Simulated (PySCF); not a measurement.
**C3H3Br2ClSi: electronic excitations**

Wanted: the electronic excitations of C3H3Br2ClSi (`C#C[Si@](Cl)(Br)CBr`), by calculation.

Computed with PySCF 2.14.0, with density-fitted response routines of our own, on a single molecule in the gas phase. Atoms count from 0, in the outputs and in this text.

### 1 The starting structure

10 atoms, charge 0, multiplicity 1; geometry from: GFN2-xTB.

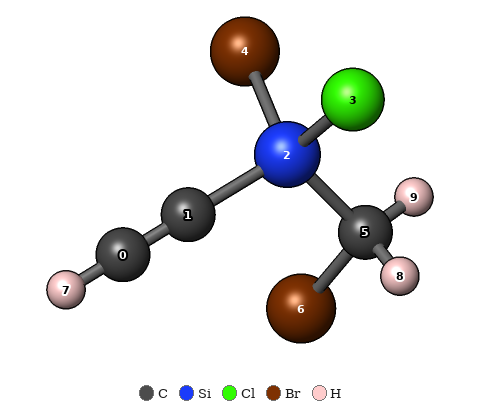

As it starts; carbon dark grey, silicon blue, chlorine green, bromine brown, hydrogen pink, atoms numbered; sticks join atoms by distance.

### 2 TDDFT and polarisability: CAM-B3LYP/def2-SVPD

What the job is given:

```
{"job": {"kind": "uv", "xc": "CAM-B3LYP", "basis": "def2-SVPD", "nstates": 8, "ntriplets": 3}, "charge": 0, "multiplicity": 1}
C      2.617744    -0.290356    -0.070275
C      1.507794     0.171269    -0.054446
Si    -0.208843     0.835691     0.024039
Cl    -0.543517     2.247816    -1.382624
Br    -0.516456     1.674253     2.057489
C     -1.471322    -0.578041    -0.209539
Br    -0.968129    -2.164076     0.825699
H      3.590506    -0.690792    -0.092865
H     -1.529549    -0.898950    -1.246706
H     -2.469345    -0.302160     0.126699
```

Method: TDDFT CAM-B3LYP/def2-SVPD, vertical, gas phase, core orbitals frozen in the response.

Started as:

```
> OMP_NUM_THREADS=1 python probes_run.py task.json out
```

The driver reads the jobs from task.json and runs them one after another.

The program printed:

```text
coarse grid: 50352 points
cycle   1  E = -6013.3785577089  dE = -1.337e+00  |g| = 4.761e-01  |ddm| = 8.281e+00
cycle   2  E = -6013.3892924903  dE = -1.073e-02  |g| = 4.391e-01  |ddm| = 2.172e+00
cycle   3  E = -6013.4432231262  dE = -5.393e-02  |g| = 9.049e-02  |ddm| = 8.829e-01
cycle   4  E = -6013.4447985636  dE = -1.575e-03  |g| = 4.084e-02  |ddm| = 1.672e-01
cycle   5  E = -6013.4451699606  dE = -3.714e-04  |g| = 1.495e-02  |ddm| = 1.030e-01
cycle   6  E = -6013.4452206535  dE = -5.069e-05  |g| = 3.497e-03  |ddm| = 3.305e-02
cycle   7  E = -6013.4452242220  dE = -3.569e-06  |g| = 7.731e-04  |ddm| = 7.979e-03
final grid: 99560 points
cycle   8  E = -6013.4451871843  dE = -7.278e-08  |g| = 7.526e-04  |ddm| = 3.211e-03
cycle   9  E = -6013.4451871373  dE =  4.702e-08  |g| = 8.942e-04  |ddm| = 2.234e-03
cycle  10  E = -6013.4451873374  dE = -2.001e-07  |g| = 1.077e-04  |ddm| = 1.146e-03
cycle  11  E = -6013.4451873401  dE = -2.726e-09  |g| = 2.941e-05  |ddm| = 1.759e-04
cycle  12  E = -6013.4451873404  dE = -2.983e-10  |g| = 1.519e-05  |ddm| = 6.949e-05
converged SCF energy = -6013.4451873404

Static polarisability (au): isotropic 112.235, principal 101.803 111.656 123.246

Singlet excitations
state   eV       nm        f      main configurations
  1   5.6837    218.1   0.01287   H->L 0.75, H->L+2 0.13
  2   5.8096    213.4   0.00180   H-1->L 0.70, H-1->L+2 0.16
  3   5.9242    209.3   0.00020   H-4->L+1 0.30, H-2->L+2 0.11
  4   6.1515    201.6   0.00264   H-2->L+1 0.32, H-4->L+2 0.21, H-4->L 0.11
  5   6.1644    201.1   0.00153   H-2->L+2 0.24, H-4->L+1 0.21, H-2->L 0.13
  6   6.6706    185.9   0.00965   H->L+1 0.49, H-2->L+1 0.14, H-5->L+1 0.09
  7   6.8356    181.4   0.01581   H-3->L+1 0.50, H-1->L+1 0.11
  8   6.9697    177.9   0.02255   H->L+2 0.67, H->L 0.11

Triplet excitations (Tamm-Dancoff, eV): 4.9119 5.0324 5.1502
```

Run time: 1.9 min. Hardware: 1 thread of Arm Neoverse N1, shared host; peak memory 1 GiB.

Frontier orbitals and where they lie:

| orbital | eV | atoms |
| --- | --- | --- |
| HOMO−3 | -10.13 | Br4 77 %, Cl3 6 %, Si2 5 % |
| HOMO−2 | -9.91 | Br4 48 %, C1 22 %, C0 20 % |
| HOMO−1 | -9.56 | Br6 78 %, C5 10 %, Br4 5 % |
| HOMO | -9.38 | Br6 70 %, C5 12 %, Si2 4 % |
| LUMO | -0.01 | Br6 36 %, C5 16 %, Cl3 14 % |
| LUMO+1 | 0.08 | Br4 26 %, C1 20 %, Si2 19 % |
| LUMO+2 | 0.44 | Br6 20 %, C1 20 %, C0 19 % |

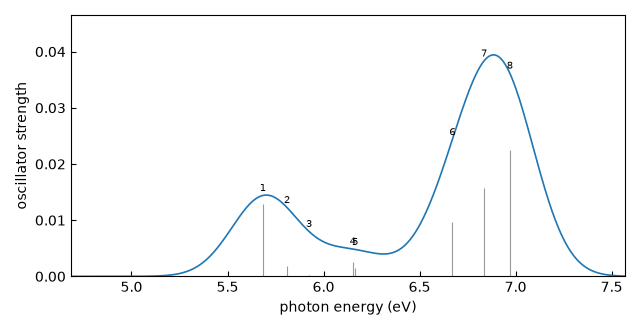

Absorption spectrum from the 8 singlet states computed; above the last one it falls off for lack of states. Lines are broadened to a width of 0.40 eV (Gaussian).

Further results of this job:

| property | computed |
| --- | --- |
| dipole moment (D) | 1.37 |
| polarisability (Å³) | 16.63 |
| HOMO–LUMO gap (eV) | 9.37 |
| −ε(HOMO) (eV) | 9.38 |

### 3 Results

```
                                quantity                        value
    lowest singlet (CAM-B3LYP/def2-SVPD)  5.68 eV (218 nm), f = 0.013
brightest single state of those computed  state 8, 6.97 eV, f = 0.023
                          lowest triplet                      4.91 eV
```

The first singlet state (HOMO→LUMO 0.75, HOMO→LUMO+2 0.13) lies at 5.68 eV and is weak; of the 8 states computed, the strongest absorption comes from state 8 at 6.97 eV (the last computed, so partners may be missing). The lowest triplet lies 0.77 eV below the lowest singlet (triplets in Tamm-Dancoff, singlets in full TDDFT).
